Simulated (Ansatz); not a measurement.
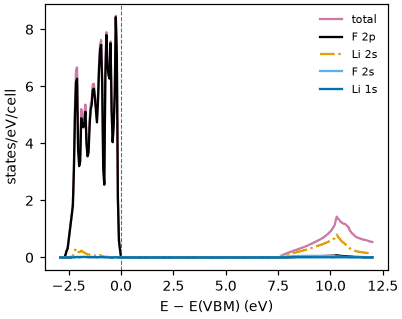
Fig. 1. Total and projected density of states of LiF in space group P6_3/mmc (No. 194; Li on 2d, F on 2c), PBE in the plane-wave PAW code Ansatz

Task: Which orbitals carry the states next to the gap?

Result: Top 1 eV of the valence band: F 2p 99 %. Bottom 1 eV of the conduction band: Li 2s 68 %, F 2s 19 %. Projections are on Löwdin-orthogonalised atomic valence shells; empty p or d shells of many metals are not among them.

The start of the workflow was typed in or built on a structure type; neither database checked (COD, Materials Project) lists it. It is not the phase usual at ambient conditions (space group No. 225). The cell was relaxed with PBE under the symmetry of its start; whether a distortion lowers the energy is not shown.

Potentials: the later of the program's two PAW sets.
